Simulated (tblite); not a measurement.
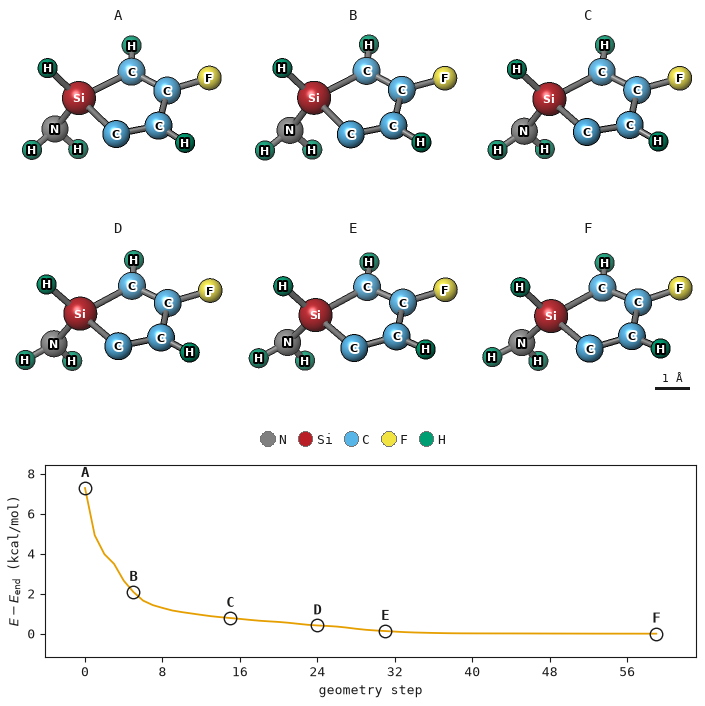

Frames of a relaxation of C₄H₅FNSi (multiplicity 2), marked on the history of the run. The picture is a ball-and-stick view, seen at a tilt.

All numbers below come from tblite 0.8.0, GFN2-xTB geometry optimisation, gas phase. 

### Describe the path.

The largest move after the best rigid fit is that of an H atom, 0.40 Å. Largest moves by element: H 0.40 Å, C 0.18 Å, Si 0.17 Å, F 0.11 Å, N 0.10 Å. Among the contacts that change: N–Si 1.673 → 1.718 Å, C–C 1.437 → 1.468 Å, C–Si 1.868 → 1.894 Å, C–C 1.296 → 1.322 Å. Bond angles that change, for instance: Si–N–H 109.0° → 119.5°, N–Si–C 110.4° → 120.9°, Si–N–H 109.1° → 118.9°. The energy falls by 7.28 kcal/mol in 59 geometry steps. From step 0 to 5: an H atom moves most (0.08 Å), energy −5.20 kcal/mol. From step 5 to 15: a C atom moves most (0.12 Å), energy −1.30 kcal/mol. From step 15 to 24: H atoms move most (0.11 Å), energy −0.37 kcal/mol. From step 24 to 31: an H atom moves most (0.12 Å), energy −0.28 kcal/mol. From step 31 to 59: an H atom moves most (0.08 Å), energy −0.13 kcal/mol.
